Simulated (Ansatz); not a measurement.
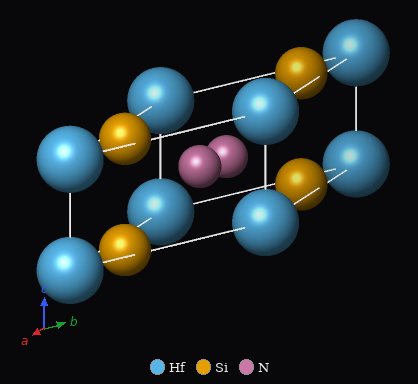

Drawn in the spheres-only manner and seen slightly off an axis. The simulation cell is drawn as a box.

Input for the calculation:
```yaml
crystal:
  lattice:
    - [1.5432954208, -8.0239292897, 0.0]
    - [1.5432954208, 8.0239292897, 0.0]
    - [0.0, 0.0, 2.9541068252]
  atoms:
    - { symbol: Hf, position: [0.0, 0.0, 0.0] }
    - { symbol: Si, position: [0.1918473357, 0.8081526643, 0.0] }
    - { symbol: Si, position: [0.8081526643, 0.1918473357, 0.0] }
    - { symbol: "N", position: [0.4534049987, 0.5465950013, 0.5] }
    - { symbol: "N", position: [0.5465950013, 0.4534049987, 0.5] }
basis:
  ecutwfc: 420
kpoints:
  mp_grid: { grid: [12, 12, 14] }
  band_path:
    path:
      - [[0.0, 0.0, 0.0], [-0.5, 0.5, 0.0], [-0.25924834, 0.74075166, 0.0]]
      - [[0.25924834, 0.25924834, 0.0], [0.0, 0.0, 0.0], [0.0, 0.0, 0.5], [0.25924834, 0.25924834, 0.5]]
      - [[-0.25924834, 0.74075166, 0.5], [-0.5, 0.5, 0.5], [-0.5, 0.5, 0.0]]
      - [[0.0, 0.0, 0.0], [0.0, 0.5, 0.0], [0.0, 0.5, 0.5], [0.0, 0.0, 0.5], [-0.5, 0.5, 0.5]]
    npoints: 14
hamiltonian:
  xc: pbe
scf:
  occupations: { method: gaussian, width: 0.1 }
  n_extra_bands: 12
output:
  forces: true
  stress: true
  eigenvalues: true
  populations: true
  dos: { projected: true, de: 0.02, nscf_kmesh: { grid: [15, 15, 17] } }
  bader: true
  write_density: true
  write_potential: true
  elf: true
  volumetric_format: npy
```
Run as:
```sh
ansatz run input.yaml --threads 1 --pin off --max-ram 2560MiB --backend cpu --events-out ev --progress --plain --runs-dir out
```

The numbers come from DFT PBE, scalar-relativistic, plane waves, PAW (Ansatz), using a cutoff energy of 420 eV, a 12×12×14 mesh of k-points, Gaussian smearing of 0.1 eV, no spin polarisation.

> List the Bader charges.

Hf +2.10 e; Si +0.01 e; N -1.06 e.

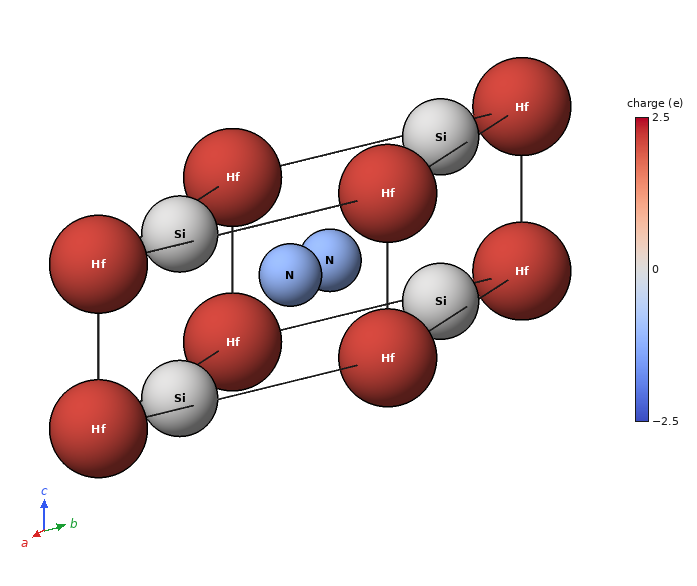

The atoms coloured by those charges.

The model was built from a structure type filled with these elements by a generator (whether the compound takes this form wasn't checked). Earlier steps of the study, as a rule a relaxation of our own, may have changed the cell and positions, so they can lie some per cent off the listed ones. An electronic-structure calculation with Ansatz was run on it.
